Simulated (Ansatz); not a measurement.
# Run report: BSiH₄OF, geometry relaxation

System: BSiH₄OF, SMILES B[SiH](O)F.
Method: RKS PBE-D4/def2-SVP (Ansatz 0.2.0).

The geometry: force-field start. Figures and captions count atoms from 1; the log counts them from 0 in places.

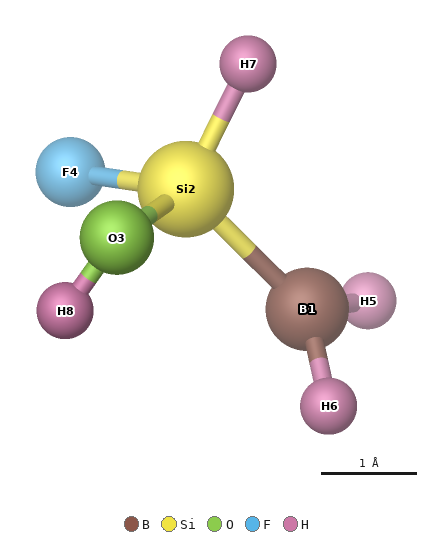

The starting structure (ball-and-stick view, seen at a tilt; atoms are numbered from 1 in the order of the input). Bond lengths as drawn: B–H 1.18 to 1.25 Å, B–Si 1.88 Å, F–Si 1.68 Å, H–O 0.96 Å, H–Si 1.49 Å and O–Si 1.71 Å.

Input file
```yaml
crystal:
  periodic: [false, false, false]
  atoms:
    - {symbol: B, position_ang: [-1.219900, 0.293600, 0.305800]}
    - {symbol: Si, position_ang: [0.537500, -0.362800, 0.241000]}
    - {symbol: O, position_ang: [1.490700, 0.654400, -0.749900]}
    - {symbol: F, position_ang: [0.598000, -1.909200, -0.402200]}
    - {symbol: H, position_ang: [-2.096700, -0.228000, 0.902700]}
    - {symbol: H, position_ang: [-1.539200, 1.337200, -0.303600]}
    - {symbol: H, position_ang: [1.113100, -0.395900, 1.610800]}
    - {symbol: H, position_ang: [1.208500, 0.553700, -1.660500]}
basis:
  gaussian: {orbitals: def2-SVP}
hamiltonian: {xc: pbe, dispersion: d4}
relax: {f_tol: 0.03, max_steps: 200}
```

Hardware: 2 threads of Arm Neoverse V1, 23 GiB of memory available, shared host.

Command:
```bash
ansatz run in.yaml --threads 2 --pin off --events-out ev --progress --plain --max-ram 4352MiB
```

The program's output
```
Functional definition: PBE
  name "PBE"
  cite "Perdew, Burke & Ernzerhof, Phys. Rev. Lett. 77, 3865 (1996) doi:10.1103/PhysRevLett.77.3865"
  parent pbe
  parameter kappa = 0.804
  parameter beta = 0.06672455060314922
  exchange = pbe_x(kappa = kappa, mu = beta*pi^2/3)
  correlation = pbe_c(beta = beta)
873 factors; their error is unknown
mean field evaluation 1: about -13360.6189 eV, gradient 5.9e1 eV
mean field evaluation 2: about -13300.0833 eV, gradient 1.5e2 eV
mean field evaluation 4: about -13366.8000 eV, gradient 1.2e1 eV
mean field evaluation 8: about -13367.0703 eV, gradient 1.6e-1 eV
mean field evaluation 16: about -13367.0180 eV, gradient 3.1e-5 eV
mean field -13367.01804978 eV, -491.2288528391 hartree, gradient 3.1e-5 eV, S^2 0.000000; 0 other end points of the search recorded, 0 dependent functions left out
the calculation of the forces begins
reference -13367.01808174 eV, -491.2288540136 hartree; 20, 20 occupied and 60, 60 virtual orbitals, 873 factors
relax step   1: F+E_penalty+E_count = -13367.14719897 eV  Δ(F+E_penalty+E_count) = +0.000e0 eV  max|allowed force component| = 2.412e0 eV/Å  Δτ_max = 0.0000 Å  (25 SCF iters, accepted)
these checks for a lower state are left out or cut short: starts, cluster_reference, orbital_swaps, neighbouring_geometries, increment
873 factors; their error is unknown
mean field -13367.24643326 eV, -491.2372457773 hartree, gradient 1.4e-5 eV, S^2 0.000000; 0 other end points of the search recorded, 0 dependent functions left out
[... from here on the field's lines of each further geometry are left out, up to the last ...]
relax step   2: F+E_penalty+E_count = -13367.37411969 eV  Δ(F+E_penalty+E_count) = -2.269e-1 eV  max|allowed force component| = 1.380e0 eV/Å  Δτ_max = 0.1109 Å  (27 SCF iters, accepted)
relax step   3: F+E_penalty+E_count = -13367.43315911 eV  Δ(F+E_penalty+E_count) = -5.904e-2 eV  max|allowed force component| = 6.045e-1 eV/Å  Δτ_max = 0.0751 Å  (27 SCF iters, accepted)
relax step   4: F+E_penalty+E_count = -13367.42570167 eV  Δ(F+E_penalty+E_count) = +7.457e-3 eV  max|allowed force component| = 7.768e-1 eV/Å  Δτ_max = 0.1164 Å  (27 SCF iters, rejected (line search))
relax step   5: F+E_penalty+E_count = -13367.45504302 eV  Δ(F+E_penalty+E_count) = -2.188e-2 eV  max|allowed force component| = 2.286e-1 eV/Å  Δτ_max = 0.0567 Å  (28 SCF iters, accepted)
relax step   6: F+E_penalty+E_count = -13367.46221358 eV  Δ(F+E_penalty+E_count) = -7.171e-3 eV  max|allowed force component| = 4.863e-2 eV/Å  Δτ_max = 0.1000 Å  (28 SCF iters, accepted)
relax step   7: F+E_penalty+E_count = -13367.46576644 eV  Δ(F+E_penalty+E_count) = -3.553e-3 eV  max|allowed force component| = 2.416e-1 eV/Å  Δτ_max = 0.1480 Å  (28 SCF iters, accepted)
relax step   8: F+E_penalty+E_count = -13367.47015993 eV  Δ(F+E_penalty+E_count) = -4.393e-3 eV  max|allowed force component| = 1.417e-1 eV/Å  Δτ_max = 0.0332 Å  (28 SCF iters, accepted)
relax step   9: F+E_penalty+E_count = -13367.48035453 eV  Δ(F+E_penalty+E_count) = -1.019e-2 eV  max|allowed force component| = 4.306e-2 eV/Å  Δτ_max = 0.1554 Å  (26 SCF iters, accepted)
relax step  10: F+E_penalty+E_count = -13367.48056367 eV  Δ(F+E_penalty+E_count) = -2.091e-4 eV  max|allowed force component| = 3.482e-1 eV/Å  Δτ_max = 0.1951 Å  (32 SCF iters, accepted)
relax step  11: F+E_penalty+E_count = -13367.48380705 eV  Δ(F+E_penalty+E_count) = -3.243e-3 eV  max|allowed force component| = 2.266e-1 eV/Å  Δτ_max = 0.0895 Å  (27 SCF iters, accepted)
relax step  12: F+E_penalty+E_count = -13367.48272073 eV  Δ(F+E_penalty+E_count) = +1.086e-3 eV  max|allowed force component| = 3.796e-1 eV/Å  Δτ_max = 0.2000 Å  (32 SCF iters, rejected (line search))
relax step  13: F+E_penalty+E_count = -13367.49329402 eV  Δ(F+E_penalty+E_count) = -9.487e-3 eV  max|allowed force component| = 6.386e-2 eV/Å  Δτ_max = 0.0971 Å  (27 SCF iters, accepted)
relax step  14: F+E_penalty+E_count = -13367.49574210 eV  Δ(F+E_penalty+E_count) = -2.448e-3 eV  max|allowed force component| = 7.766e-2 eV/Å  Δτ_max = 0.0999 Å  (27 SCF iters, accepted)
relax step  15: F+E_penalty+E_count = -13367.49660958 eV  Δ(F+E_penalty+E_count) = -8.675e-4 eV  max|allowed force component| = 8.356e-2 eV/Å  Δτ_max = 0.0678 Å  (27 SCF iters, accepted)
relax step  16: F+E_penalty+E_count = -13367.49729508 eV  Δ(F+E_penalty+E_count) = -6.855e-4 eV  max|allowed force component| = 5.953e-2 eV/Å  Δτ_max = 0.0323 Å  (27 SCF iters, accepted)
the calculation of the forces begins
reference -13367.36916940 eV, -491.2417562472 hartree; 20, 20 occupied and 60, 60 virtual orbitals, 873 factors
relax step  17: F+E_penalty+E_count = -13367.49769655 eV  Δ(F+E_penalty+E_count) = -4.015e-4 eV  max|allowed force component| = 2.449e-2 eV/Å  Δτ_max = 0.0318 Å  (28 SCF iters, accepted)
```

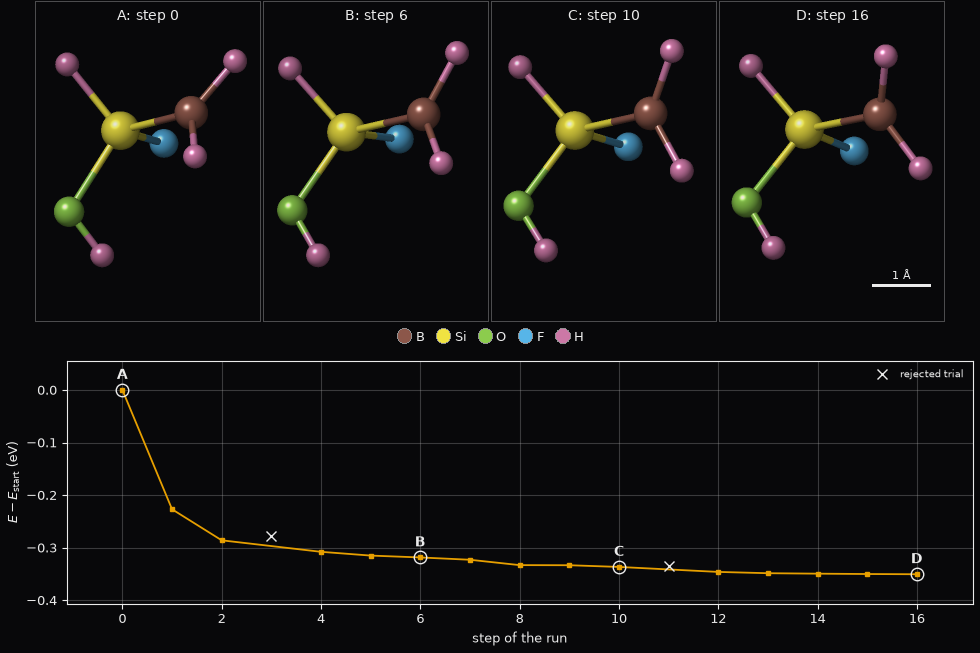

Frames of the relaxation (ball-and-stick view, seen at a tilt) above the curves, on which the letters mark them (the first geometry is step 0 here and step 1 in the log).

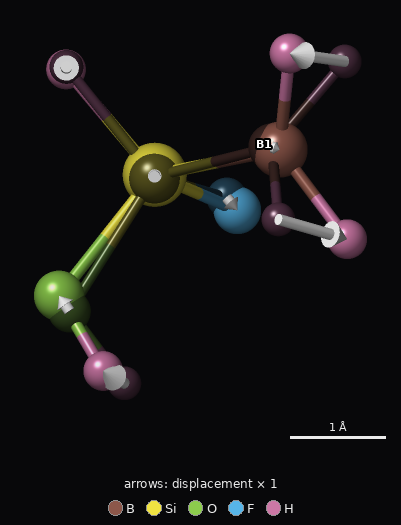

Start (faint) and end (solid) with the displacements as white arrows, at true length (ball-and-stick view, seen at a tilt). The two geometries are laid on each other by the best rigid fit. The largest move after the best rigid fit is that of H6, 1.00 Å. By element the largest moves are H 1.00 Å, O 0.19 Å, F 0.17 Å, Si 0.10 Å, B 0.09 Å. Among the contacts that change: B1–Si2 1.877 → 2.012 Å, B1–H5 1.182 → 1.217 Å, B1–H6 1.250 → 1.219 Å, Si2–O3 1.710 → 1.681 Å. Among the angles that change: B1–Si2–H7 109.8° → 119.6°, Si2–O3–H8 108.9° → 114.6°, O3–Si2–H7 109.4° → 104.6°. Over 16 geometry steps the energy falls by 0.350 eV. The largest force component goes from 2.4 to 0.024 eV/Å. The line search rejected the trial steps at points 3, 11 (counted from 0) and went back. (Atoms are counted from 1 in the order of the input.)

```
873 factors; their error is unknown
mean field -13367.36913625 eV, -491.2417550290 hartree, gradient 8.0e-6 eV, S^2 0.000000; 1 other end points of the search recorded, 0 dependent functions left out
the calculation of the forces begins
reference -13367.36916940 eV, -491.2417562472 hartree; 20, 20 occupied and 60, 60 virtual orbitals, 873 factors
Total energy: -13367.49772970 eV, -491.2464807511 hartree
Atom 0 at    -1.289607     0.290656     0.268769 Å, force    -0.021329     0.019695    -0.012521 eV/Å
Atom 1 at     0.573862    -0.466247     0.232672 Å, force     0.006268    -0.004533    -0.001200 eV/Å
Atom 2 at     1.553820     0.650065    -0.553830 Å, force     0.000392    -0.007552     0.013737 eV/Å
Atom 3 at     0.506542    -1.882526    -0.607526 Å, force     0.004672     0.005452    -0.003200 eV/Å
Atom 4 at    -1.912815     0.559525     1.278413 Å, force     0.007733    -0.004237    -0.013167 eV/Å
Atom 5 at    -1.816187     0.555248    -0.798669 Å, force     0.008606    -0.007831     0.024494 eV/Å
Atom 6 at     1.281345    -0.746887     1.520053 Å, force     0.000606    -0.000078     0.001729 eV/Å
Atom 7 at     1.195039     0.983166    -1.395781 Å, force    -0.006948    -0.000917    -0.009872 eV/Å
Dipole moment:    -0.223799     0.273415    -0.090617 e Å
```

Trajectory as extended XYZ (Å, eV, eV/Å), 17 frames, from step=1 to step=17
```
8
Properties=species:S:1:pos:R:3:forces:R:3 step=1 energy=-13367.14720
B    -1.2199    0.2936    0.3058   -2.1599   1.5021  -0.8486
Si    0.5375   -0.3628    0.2410    2.4120  -0.8260  -1.0884
O     1.4907    0.6544   -0.7499    0.0693  -0.6537   1.3599
F     0.5980   -1.9092   -0.4022   -0.1016   0.6768   0.3438
H    -2.0967   -0.2280    0.9027   -0.5739  -0.3497   0.5051
H    -1.5392    1.3372   -0.3036    0.1899  -0.5158   0.3937
H     1.1131   -0.3959    1.6108    0.3464   0.0580   0.1995
H     1.2085    0.5537   -1.6605   -0.1823   0.1084  -0.8651
8
Properties=species:S:1:pos:R:3:forces:R:3 step=2 energy=-13367.37412
B    -1.3051    0.2807    0.2633   -0.8439   0.7804   0.0648
Si    0.5437   -0.3559    0.2130    1.3801  -0.5127  -0.5434
O     1.5860    0.5994   -0.7358   -0.4845  -0.4844   0.3011
F     0.5829   -1.9086   -0.3876   -0.1085   0.4096   0.1712
H    -2.1595   -0.2215    0.9575   -0.0561  -0.1969   0.0062
H    -1.6204    1.3380   -0.2742    0.0195  -0.2388  -0.0177
H     1.1792   -0.3766    1.5720   -0.0080   0.0729   0.0496
H     1.2853    0.5874   -1.6640    0.1015   0.1699  -0.0320
8
Properties=species:S:1:pos:R:3:forces:R:3 step=3 energy=-13367.43316
B    -1.3225    0.3196    0.2885   -0.2022  -0.0489  -0.0971
Si    0.5760   -0.3632    0.2096    0.4007  -0.0359  -0.0409
O     1.6402    0.5475   -0.7387   -0.6045  -0.2162  -0.4091
F     0.5367   -1.9128   -0.3757   -0.0609   0.2369   0.1138
H    -2.1777   -0.2495    0.9520    0.1719   0.0484  -0.0365
H    -1.6719    1.3248   -0.3043    0.0041  -0.0029   0.0223
H     1.2210   -0.3665    1.5700   -0.0178  -0.0435  -0.0561
H     1.2902    0.6430   -1.6574    0.3086   0.0620   0.5035
8
Properties=species:S:1:pos:R:3:forces:R:3 step=4 energy=-13367.42570 accepted=F
B    -1.3268    0.3263    0.2567    0.1522  -0.1731   0.3488
Si    0.5751   -0.3758    0.2469    0.0376   0.4246  -0.7768
O     1.5886    0.5294   -0.7473    0.2097  -0.1607   0.4524
F     0.4743   -1.9105   -0.3492   -0.0149  -0.0491   0.0890
H    -2.1125   -0.2267    0.9992   -0.1453   0.0098  -0.0177
H    -1.7182    1.2805   -0.3783   -0.0183   0.0301  -0.1278
H     1.2576   -0.4204    1.5815    0.0089   0.0145  -0.0342
H     1.3538    0.7401   -1.6654   -0.2298  -0.0962   0.0665
8
Properties=species:S:1:pos:R:3:forces:R:3 step=5 energy=-13367.45504
B    -1.3267    0.3190    0.2766    0.0084  -0.0220   0.0158
Si    0.5786   -0.3619    0.2179    0.0713   0.0238  -0.0822
O     1.6287    0.5281   -0.7422   -0.1217  -0.0265  -0.1466
F     0.4995   -1.9082   -0.3547   -0.0301   0.0306   0.0325
H    -2.1525   -0.2464    0.9701    0.0346   0.0128  -0.0137
H    -1.6918    1.3049   -0.3348   -0.0252  -0.0011  -0.0258
H     1.2389   -0.3853    1.5657    0.0048  -0.0072  -0.0086
H     1.3172    0.6928   -1.6546    0.0579  -0.0104   0.2286
8
Properties=species:S:1:pos:R:3:forces:R:3 step=6 energy=-13367.46221
B    -1.3182    0.3193    0.2661   -0.0088   0.0201   0.0084
Si    0.5826   -0.3714    0.2139    0.0127  -0.0227   0.0486
O     1.6419    0.5073   -0.7362    0.0185   0.0363  -0.0121
F     0.4755   -1.9154   -0.3575   -0.0323   0.0054   0.0017
H    -2.1207   -0.1929    1.0231    0.0138  -0.0107   0.0062
H    -1.7198    1.2473   -0.4115    0.0109  -0.0198  -0.0333
H     1.2485   -0.4141    1.5572   -0.0047  -0.0215   0.0023
H     1.3020    0.7627   -1.6110   -0.0100   0.0128  -0.0219
8
Properties=species:S:1:pos:R:3:forces:R:3 step=7 energy=-13367.46577
B    -1.3036    0.3244    0.2651   -0.1742   0.0667  -0.1030
Si    0.5895   -0.3779    0.2213   -0.0145  -0.0266   0.1032
O     1.6487    0.4944   -0.7300   -0.0064   0.1887  -0.2416
F     0.4309   -1.9120   -0.3652   -0.0226  -0.0062  -0.0213
H    -2.0848   -0.1271    1.0889    0.0624   0.0900  -0.0714
H    -1.7379    1.1569   -0.5273    0.0829  -0.1708   0.1586
H     1.2698   -0.4645    1.5546    0.0035  -0.0234  -0.0172
H     1.2795    0.8486   -1.5633    0.0688  -0.1184   0.1928
8
Properties=species:S:1:pos:R:3:forces:R:3 step=8 energy=-13367.47016
B    -1.3053    0.3166    0.2634   -0.1138   0.1062  -0.0244
Si    0.5916   -0.3797    0.2242   -0.0151  -0.0242   0.0434
O     1.6459    0.5087   -0.7226   -0.0011   0.0785  -0.0559
F     0.4352   -1.9076   -0.3804   -0.0085   0.0001  -0.0101
H    -2.0886   -0.0974    1.1033    0.0623   0.0424  -0.0699
H    -1.7346    1.1358   -0.5406    0.0558  -0.1417   0.0892
H     1.2739   -0.4771    1.5557    0.0033  -0.0168  -0.0261
H     1.2740    0.8437   -1.5588    0.0171  -0.0445   0.0538
8
Properties=species:S:1:pos:R:3:forces:R:3 step=9 energy=-13367.48035
B    -1.3048    0.3187    0.2700    0.0405  -0.0242   0.0196
Si    0.5917   -0.3802    0.2354    0.0040   0.0431  -0.0299
O     1.6419    0.5438   -0.6868   -0.0146   0.0154   0.0315
F     0.4199   -1.8783   -0.4349   -0.0211  -0.0427  -0.0095
H    -2.0644    0.0137    1.1692   -0.0122   0.0246   0.0044
H    -1.7539    1.0081   -0.6271   -0.0025  -0.0152  -0.0161
H     1.2894   -0.5387    1.5503    0.0046  -0.0033  -0.0035
H     1.2722    0.8558   -1.5318    0.0013   0.0024   0.0034
8
Properties=species:S:1:pos:R:3:forces:R:3 step=10 energy=-13367.48056
B    -1.3029    0.3075    0.2736   -0.2275   0.1473   0.0004
Si    0.5919   -0.3895    0.2406   -0.0094  -0.0271  -0.0712
O     1.6370    0.5784   -0.6442   -0.0755   0.0266  -0.0498
F     0.4025   -1.8560   -0.4980    0.0200   0.0014   0.0258
H    -2.0324    0.1697    1.2572    0.1530   0.0705  -0.3224
H    -1.7748    0.8465   -0.7344    0.1079  -0.1965   0.3482
H     1.3029   -0.6094    1.5392   -0.0098  -0.0041  -0.0111
H     1.2678    0.8959   -1.4899    0.0412  -0.0182   0.0801
8
Properties=species:S:1:pos:R:3:forces:R:3 step=11 energy=-13367.48381
B    -1.2814    0.3202    0.2949   -0.2266  -0.1518  -0.1621
Si    0.5887   -0.4194    0.2348   -0.0094  -0.0286   0.1488
O     1.5957    0.6028   -0.6297    0.0454  -0.0164  -0.0305
F     0.4320   -1.8816   -0.5203    0.0102   0.1071   0.0342
H    -2.0393    0.2581    1.2535    0.1453   0.0970  -0.1294
H    -1.7197    0.7786   -0.7536   -0.0152   0.0195   0.1765
H     1.3002   -0.6386    1.5315    0.0525  -0.0496  -0.0181
H     1.2157    0.9230   -1.4670   -0.0023   0.0227  -0.0194
8
Properties=species:S:1:pos:R:3:forces:R:3 step=12 energy=-13367.48272 accepted=F
B    -1.3087    0.2991    0.2753    0.2473  -0.1195   0.0607
Si    0.5936   -0.4509    0.2382   -0.3796   0.3253  -0.1475
O     1.5887    0.6087   -0.6010    0.0733   0.0693   0.0353
F     0.4734   -1.8761   -0.5770    0.0239  -0.1011   0.0318
H    -1.9794    0.4470    1.2805    0.0463  -0.0079   0.0097
H    -1.8309    0.6342   -0.7731    0.0607  -0.0132  -0.0313
H     1.2987   -0.7048    1.5389   -0.0156  -0.0034  -0.1178
H     1.2565    0.9859   -1.4377   -0.0563  -0.1495   0.1592
8
Properties=species:S:1:pos:R:3:forces:R:3 step=13 energy=-13367.49329
B    -1.2979    0.2949    0.2783    0.0286   0.0639   0.0236
Si    0.5836   -0.4332    0.2349   -0.0518  -0.0465   0.0270
O     1.5871    0.6088   -0.6112    0.0335   0.0359  -0.0131
F     0.4591   -1.8854   -0.5398    0.0050   0.0268   0.0074
H    -2.0072    0.3486    1.2677    0.0413  -0.0192  -0.0545
H    -1.7592    0.7297   -0.7624   -0.0361  -0.0299   0.0028
H     1.3018   -0.6675    1.5263   -0.0007  -0.0128  -0.0079
H     1.2247    0.9470   -1.4497   -0.0198  -0.0181   0.0147
8
Properties=species:S:1:pos:R:3:forces:R:3 step=14 energy=-13367.49574
B    -1.2884    0.2972    0.2721   -0.0357  -0.0030   0.0372
Si    0.5793   -0.4513    0.2379   -0.0397   0.0434  -0.0109
O     1.5638    0.6299   -0.5837    0.0777   0.0197   0.0009
F     0.4757   -1.8845   -0.5684    0.0136  -0.0357  -0.0143
H    -1.9649    0.4389    1.2745    0.0146   0.0118  -0.0427
H    -1.7733    0.6540   -0.7878   -0.0098  -0.0089   0.0204
H     1.2985   -0.7038    1.5232    0.0060  -0.0211   0.0181
H     1.2014    0.9627   -1.4237   -0.0267  -0.0061  -0.0085
8
Properties=species:S:1:pos:R:3:forces:R:3 step=15 energy=-13367.49661
B    -1.2877    0.2957    0.2701   -0.0747  -0.0050   0.0512
Si    0.5765   -0.4612    0.2362   -0.0258   0.0605  -0.0132
O     1.5556    0.6404   -0.5680    0.0591   0.0059   0.0161
F     0.4910   -1.8848   -0.5875    0.0084  -0.0360  -0.0192
H    -1.9414    0.5023    1.2794    0.0472   0.0018  -0.0836
H    -1.7926    0.6020   -0.7977    0.0115  -0.0061   0.0452
H     1.2934   -0.7271    1.5203    0.0023  -0.0142   0.0179
H     1.1972    0.9757   -1.4087   -0.0279  -0.0069  -0.0144
8
Properties=species:S:1:pos:R:3:forces:R:3 step=16 energy=-13367.49729
B    -1.2888    0.2937    0.2697   -0.0595   0.0046   0.0118
Si    0.5751   -0.4636    0.2341   -0.0043   0.0346  -0.0062
O     1.5557    0.6447   -0.5609    0.0284  -0.0021   0.0177
F     0.4985   -1.8839   -0.5972    0.0039  -0.0164  -0.0140
H    -1.9281    0.5317    1.2794    0.0333  -0.0021  -0.0498
H    -1.8066    0.5770   -0.7983    0.0191  -0.0072   0.0428
H     1.2881   -0.7372    1.5193   -0.0009  -0.0068   0.0119
H     1.1983    0.9806   -1.4020   -0.0201  -0.0047  -0.0142
8
Properties=species:S:1:pos:R:3:forces:R:3 step=17 energy=-13367.49770
B    -1.2896    0.2907    0.2688   -0.0213   0.0197  -0.0125
Si    0.5739   -0.4662    0.2327    0.0063  -0.0045  -0.0012
O     1.5538    0.6501   -0.5538    0.0004  -0.0076   0.0137
F     0.5065   -1.8825   -0.6075    0.0047   0.0055  -0.0032
H    -1.9128    0.5595    1.2784    0.0077  -0.0042  -0.0132
H    -1.8162    0.5552   -0.7987    0.0086  -0.0078   0.0245
H     1.2813   -0.7469    1.5201    0.0006  -0.0001   0.0017
H     1.1950    0.9832   -1.3958   -0.0069  -0.0009  -0.0099
```

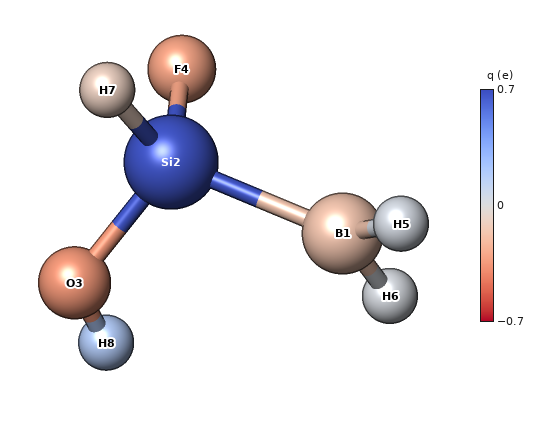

Mulliken charges, as the colour of each atom (ball-and-stick view, seen at a tilt; atoms are numbered from 1 in the order of the input). By element: B −0.16, Si +0.66, O −0.35, F −0.30 and H −0.10 to +0.19 e.

Summary

```csv
quantity,value
outcome,converged
total energy,−13367.4977 eV
mean-field energy,−13367.3692 eV
dispersion energy,−0.1286 eV
SCF solution under orbital rotations,stable
largest force (length of the vector) at the end,0.032 eV/Å
dipole moment,1.75 D
wall time,25 s (CPU time 47 s)
peak memory,0.14 GiB
```
